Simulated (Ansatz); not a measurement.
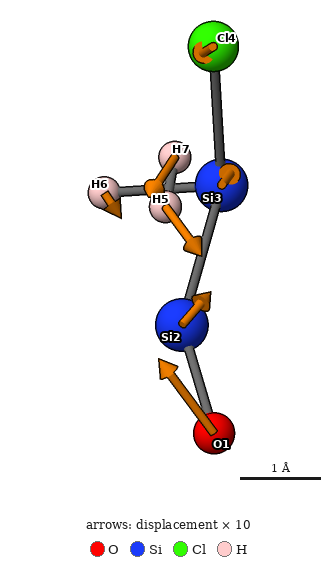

This is a relaxation of Si2H3OCl. The starting structure is drawn; orange arrows show the displacements, magnified 10 times. The two geometries are superimposed by the best rigid fit.

The picture is a ball-and-stick view, seen from a free direction.

It is one of the separated reactants of a reaction.

The calculation used RKS PBE0-D4/def2-TZVP (Ansatz).

Input
```yaml
crystal:
  periodic: [false, false, false]
  atoms:
    - {symbol: O, position_ang: [-1.419651, 1.558594, -1.155344]}
    - {symbol: Si, position_ang: [-0.438197, 0.446051, -0.716425]}
    - {symbol: Si, position_ang: [-0.028574, -1.500575, 0.655837]}
    - {symbol: Cl, position_ang: [1.797590, -0.972319, 1.613778]}
    - {symbol: H, position_ang: [1.687822, 2.063662, 0.039793]}
    - {symbol: H, position_ang: [0.516371, -2.199806, -0.607307]}
    - {symbol: H, position_ang: [1.906137, 1.464779, 0.480122]}
basis:
  gaussian: {orbitals: def2-TZVP}
hamiltonian: {xc: pbe0, dispersion: d4}
relax: {f_tol: 0.005, max_steps: 200}
```

Launched with:
```bash
ansatz run in.yaml --threads 2 --pin off --events-out ev --progress --plain --max-ram 4352MiB
```

> Describe the change and its energy.

After 11 accepted moves (12 points after the start) the energy has fallen by 6.65 kJ/mol. Largest force component: 1.5 eV/Å at the start, 0.0045 eV/Å at the end. The line search rejected the trial step at point 10 of the run. The largest move after the best rigid fit is that of O1, 0.12 Å. Largest moves by element: O 0.12 Å, H 0.11 Å, Cl 0.07 Å, Si 0.07 Å. Some distances before and after: O1–Si2 1.547 → 1.508 Å, Si3–Cl4 2.129 → 2.100 Å, H5–H7 0.775 → 0.751 Å, Si3–H6 1.543 → 1.523 Å. Bond angles that change, for instance: O1–Si2–Si3 148.0° → 152.9°, Si2–Si3–H6 87.7° → 85.3°. The run took 50 s on 2 threads of Arm Neoverse V2 (shared host).

Limits of the set-up: the start holds two separate molecules, 2.7 Å apart at their closest, whose relative position is a soft coordinate.
